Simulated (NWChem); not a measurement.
# HF/3-21G run of CH3BCl2O (methoxydichloroborane)

What is the adiabatic ionisation energy of CH3BCl2O (methoxydichloroborane) at HF/3-21G? 

Program for the calculation: NWChem 7.3.0.

## 1. The system as given

CH3BCl2O has 8 atoms, charge 0, and is taken as a singlet. SMILES: `COB(Cl)Cl`. Geometry: relaxed at PBE0-D4/def2-TZVP. The run starts from this shape.

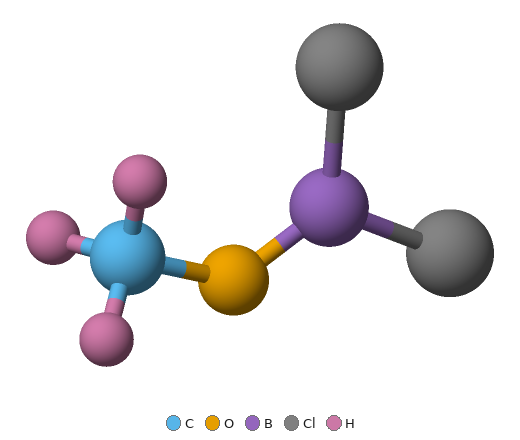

The structure, seen from a chosen angle (carbon blue, oxygen amber, boron purple, chlorine grey, hydrogen pink).

## 2. A geometry optimisation at HF/3-21G

File geom.xyz:

```xyz
8

C     -0.173000    -0.644100     0.940400
O      0.000100    -0.547100    -0.462300
B      0.213000     0.573500    -1.147500
Cl     0.382900     0.455700    -2.887600
Cl     0.331800     2.160700    -0.389600
H      0.452100    -1.462400     1.297300
H      0.104200     0.282000     1.445200
H     -1.218800    -0.875400     1.148200
```

File geom.nw:

```
start geom
memory total 2200 mb
charge 0

geometry units angstroms
load format xyz geom.xyz
end

basis spherical bse
* library 3-21G
end

scf
thresh 1e-07
maxiter 80
print low
end

driver
maxiter 60
end

freq
temp 3 298.15 600 900
end

task scf optimize
task scf frequencies
```

The run is started by

```sh
$ nwchem geom.nw > geom.out
```

Output:

```text
[...]
  functions       =    59
[...]
  wavefunction    = RHF
[...]
         Total SCF energy =  -1053.107293623344
[...]
@    0   -1053.10729362  0.0D+00  0.03086  0.01065  0.00000  0.00000      2.1
[...]
         Total SCF energy =  -1053.110673252997
[...]
@    1   -1053.11075768 -3.5D-03  0.01050  0.00373  0.07834  0.17969      5.1
[...]
@   12   -1053.11162189 -2.5D-06  0.00006  0.00002  0.01194  0.02884     32.7
[...]
         Total SCF energy =  -1053.111621953085
[...]
@   13   -1053.11162195 -5.8D-08  0.00002  0.00001  0.00088  0.00215     34.2
[...]
         Total SCF energy =  -1053.111621954752
[...]
         Total SCF energy =  -1053.111621954752
[...]
                         RHF ENERGY GRADIENTS
    atom               coordinates                        gradient
                 x          y          z           x          y          z
   1 C      -2.227083   3.997937  -0.046174    0.000005   0.000008  -0.000001
   2 O      -2.107397   1.247340  -0.099456   -0.000004  -0.000005  -0.000000
   3 B      -0.160603  -0.346196   0.018524    0.000002  -0.000001  -0.000001
   4 Cl     -0.715096  -3.679336  -0.101474    0.000001   0.000001   0.000000
   5 Cl      3.073520   0.764474   0.300269   -0.000001  -0.000000   0.000000
   6 H      -3.375421   4.517347   1.552030   -0.000001  -0.000001   0.000000
   7 H      -0.357820   4.792394   0.120055   -0.000001  -0.000001   0.000001
   8 H      -3.111448   4.593368  -1.779978   -0.000001  -0.000001   0.000000
[...]
@   14   -1053.11162195 -1.7D-09  0.00001  0.00000  0.00004  0.00011     35.4
[...]
      Optimization converged
[...]
@   14   -1053.11162195 -1.7D-09  0.00001  0.00000  0.00004  0.00011     35.4
[...]
         Total SCF energy =  -1053.111621954752
      One-electron energy =  -1957.176707331540
      Two-electron energy =    651.069920182391
 Nuclear repulsion energy =    252.995165194397
        Time for solution =      0.1s
[...]
 Zero-Point correction to Energy  =   32.922 kcal/mol  (  0.052465 au)
 Thermal correction to Energy     =   52.306 kcal/mol  (  0.083356 au)
 Thermal correction to Enthalpy   =   54.094 kcal/mol  (  0.086204 au)
 Total Entropy                    =  110.596 cal/mol-K
   - Translational                =   45.523 cal/mol-K (mol. weight = 111.9654)
   - Rotational                   =   30.990 cal/mol-K (symmetry #  =        1)
   - Vibrational                  =   34.083 cal/mol-K
 Cv (constant volume heat capacity) =   31.128 cal/mol-K
   - Translational                  =    2.979 cal/mol-K
   - Rotational                     =    2.979 cal/mol-K
   - Vibrational                    =   25.169 cal/mol-K
[...]
 Normal Eigenvalue ||           Projected Infra Red Intensities
  Mode   [cm**-1]  || [atomic units] [(debye/angs)**2] [(KM/mol)] [arbitrary]
 ------ ---------- || -------------- ----------------- ---------- -----------
    1       -0.000 ||    0.001065           0.025         1.038       0.159
    2       -0.000 ||    0.000090           0.002         0.087       0.013
    3        0.000 ||    0.000306           0.007         0.298       0.046
    4        0.000 ||    0.001017           0.023         0.991       0.152
    5        0.000 ||    0.000797           0.018         0.777       0.119
    6        0.000 ||    0.002537           0.059         2.474       0.380
    7       55.445 ||    0.000004           0.000         0.003       0.001
    8      150.742 ||    0.006446           0.149         6.284       0.965
    9      197.556 ||    0.007447           0.172         7.259       1.114
   10      269.697 ||    0.005974           0.138         5.824       0.894
   11      406.231 ||    0.019831           0.458        19.332       2.968
   12      511.950 ||    0.009873           0.228         9.625       1.478
   13      550.290 ||    0.073539           1.697        71.689      11.006
   14      896.358 ||    0.477605          11.019       465.593      71.478
[...]
```

It took 42 s on 1 thread of AMD EPYC 9B45 (Zen 5), shared host; peak memory 0.11 GiB.

The path in brief:

```csv
step,energy from the first frame kept (eV)
0,0.0000
1,-0.0943
2,-0.1147
3,-0.1168
4,-0.1170
5,-0.1171
6,-0.1171
7,-0.1171
8,-0.1172
9,-0.1173
10,-0.1174
11,-0.1177
12,-0.1178
13,-0.1178
14,-0.1178
```

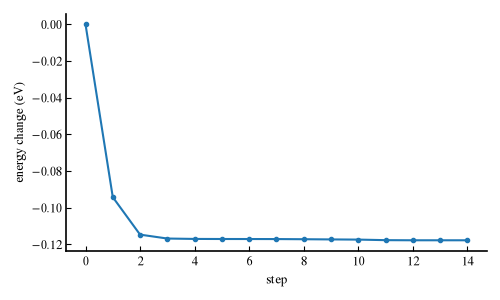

Energy along the run.

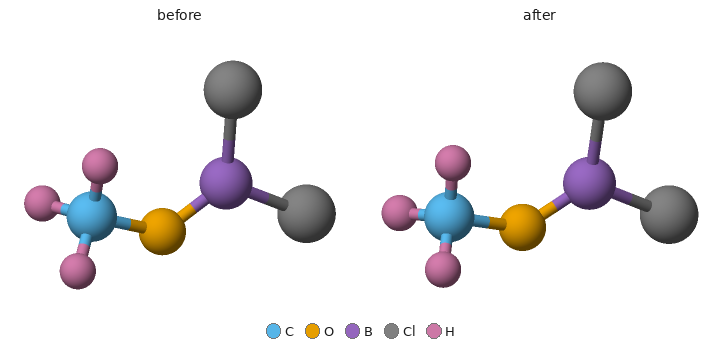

Before and after, at one scale.

After the run. Bond lengths: C1–O2 1.457 Å, O2–B3 1.333 Å, B3–Cl4 1.789 Å, B3–Cl5 1.816 Å, C1–H6 1.077 Å, C1–H7 1.078 Å, C1–H8 1.077 Å. Angles: C1–O2–B3 131.7°, O2–B3–Cl4 119.7°, O2–B3–Cl5 121.8°, Cl4–B3–Cl5 118.5°, O2–C1–H6 107.1°, O2–C1–H7 110.6°, O2–C1–H8 107.1°, H6–C1–H7 110.7°, H6–C1–H8 110.4°, H7–C1–H8 110.7°.

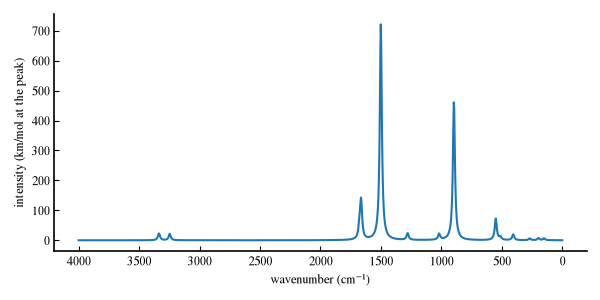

Harmonic infrared spectrum, unscaled, lines broadened by 10 cm⁻¹.

## 3. The doublet cation: a geometry optimisation at UHF/3-21G

File run.nw:

```
start run
memory stack 880 mb heap 220 mb global 1100 mb
charge 1

geometry units angstroms noautosym
   C    -0.173000   -0.644100    0.940400
   O     0.000100   -0.547100   -0.462300
   B     0.213000    0.573500   -1.147500
   Cl    0.382900    0.455700   -2.887600
   Cl    0.331800    2.160700   -0.389600
   H     0.452100   -1.462400    1.297300
   H     0.104200    0.282000    1.445200
   H    -1.218800   -0.875400    1.148200
end

basis spherical bse
   * library 3-21G
end

scf
   doublet
   uhf
   thresh 1e-07
   maxiter 80
   print low
end

driver
   maxiter 60
end

freq
   temp 3 298.15 600 900
end

task scf optimize
task scf frequencies
```

The run is started by

```sh
$ nwchem run.nw > run.out
```

Output (excerpt; [...] marks lines left out):

```text
[...]
  functions       =    59
[...]
  wavefunction    = UHF
[...]
         Total SCF energy =  -1052.690297668573
[...]
@    0   -1052.69029767  0.0D+00  0.14474  0.03303  0.00000  0.00000      5.9
[...]
         Total SCF energy =  -1052.721742135181
[...]
@    1   -1052.72325522 -3.3D-02  0.01589  0.00638  0.18512  0.37559     13.1
[...]
@   20   -1052.73766275 -9.4D-06  0.00024  0.00011  0.00670  0.01387    134.2
[...]
         Total SCF energy =  -1052.737665231565
[...]
@   21   -1052.73766523 -2.5D-06  0.00011  0.00005  0.00255  0.00542    138.3
[...]
         Total SCF energy =  -1052.737665436470
[...]
         Total SCF energy =  -1052.737665459372
[...]
                         UHF ENERGY GRADIENTS
    atom               coordinates                        gradient
                 x          y          z           x          y          z
   1 C      -0.534923  -2.735222   3.922099   -0.000048  -0.000015   0.000029
   2 O      -1.153129  -1.586191   1.243196    0.000062  -0.000083   0.000003
   3 B      -0.226159   0.380198  -0.537171   -0.000017  -0.000004   0.000006
   4 Cl      1.968608  -0.695041  -2.695877    0.000009   0.000015  -0.000016
   5 Cl     -1.553190   3.325009  -0.081804   -0.000016   0.000044   0.000005
   6 H      -0.650492  -4.733241   3.567531   -0.000022   0.000049   0.000019
   7 H       1.297359  -2.041255   4.449512   -0.000000  -0.000012  -0.000017
   8 H      -2.082306  -2.023967   5.040805    0.000034   0.000007  -0.000029
[...]
@   22   -1052.73766546 -2.3D-07  0.00005  0.00002  0.00070  0.00153    142.4
[...]
      Optimization converged
[...]
@   22   -1052.73766546 -2.3D-07  0.00005  0.00002  0.00070  0.00153    142.4
[...]
         Total SCF energy =  -1052.737665459372
      One electron energy =  -1935.318114094187
      Two electron energy =    633.946960278496
 Nuclear repulsion energy =    248.633488356318
                       Sz =      0.5000
                 Sz(Sz+1) =      0.7500
                      S^2 =      0.7591
[...]
```

Wall time 2.5 min (1 thread of AMD EPYC 9B45 (Zen 5), shared host); peak memory 0.12 GiB.

Step by step:

| step | energy from the first frame kept (eV) |
| --- | --- |
| 0 | 0.0000 |
| 1 | -0.8968 |
| 2 | -1.0230 |
| 3 | -1.0322 |
| 4 | -1.0338 |
| 5 | -1.0342 |
| 6 | -1.0354 |
| 7 | -1.0378 |
| 8 | -1.0472 |
| 9 | -1.0595 |
| 10 | -1.1036 |
| 11 | -1.1521 |
| 12 | -1.1884 |
| 13 | -1.2475 |
| 14 | -1.2694 |
| 15 | -1.2751 |
| 16 | -1.2839 |
| 17 | -1.2865 |
| 18 | -1.2876 |
| 19 | -1.2886 |
| 20 | -1.2889 |
| 21 | -1.2889 |
| 22 | -1.2889 |

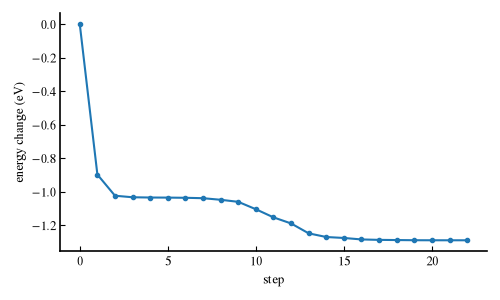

Energy along the run.

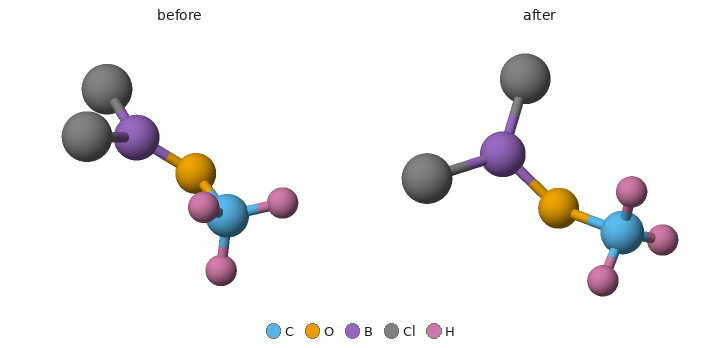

Before and after, at one scale.

After the run. Bond lengths: C1–O2 1.577 Å, O2–B3 1.487 Å, B3–Cl4 1.726 Å, B3–Cl5 1.726 Å, C1–H6 1.076 Å, C1–H7 1.074 Å, C1–H8 1.078 Å. Angles: C1–O2–B3 140.4°, O2–B3–Cl4 114.3°, O2–B3–Cl5 114.1°, Cl4–B3–Cl5 131.6°, O2–C1–H6 102.1°, O2–C1–H7 106.8°, O2–C1–H8 101.6°, H6–C1–H7 115.7°, H6–C1–H8 113.3°, H7–C1–H8 115.1°.

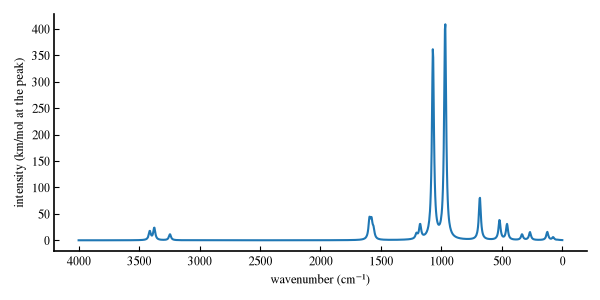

Harmonic infrared spectrum, unscaled, lines broadened by 10 cm⁻¹.

## 4. Outcome

Level: HF/3-21G.

| quantity | value |
| --- | --- |
| run 1, HF/3-21G: total energy at the end | -1053.11162 Eh |
| run 1, HF/3-21G: lowest harmonic wavenumber | 55 cm⁻¹ |
| run 1, HF/3-21G: highest harmonic wavenumber | 3337 cm⁻¹ |
| run 1, HF/3-21G: zero-point energy | 137.7 kJ/mol |
| run 1, HF/3-21G: ideal-gas entropy at 298.15 K (symmetry number 1 as used) | 81.2 cal/(mol K) |
| doublet cation: total energy at the end | -1052.73767 Eh |
| doublet cation: ⟨S²⟩ | 0.759 |
| doublet cation: lowest harmonic wavenumber | 35 cm⁻¹ |
| doublet cation: highest harmonic wavenumber | 3411 cm⁻¹ |
| doublet cation: zero-point energy | 129.6 kJ/mol |
| adiabatic ionisation energy (to the doublet cation, no zero-point term) | 10.176 eV |

What this shows: The adiabatic ionisation energy (to the doublet cation, no zero-point term) is 10.18 eV (982 kJ/mol). All 18 modes (run 1, HF/3-21G) are real, so the shape is a minimum at this level. The optimisation (run 1, HF/3-21G) took 15 steps and changed the energy by -0.118 eV. All 18 modes (doublet cation) are real, so the shape is a minimum at this level. The optimisation (doublet cation) took 23 steps and changed the energy by -1.289 eV.
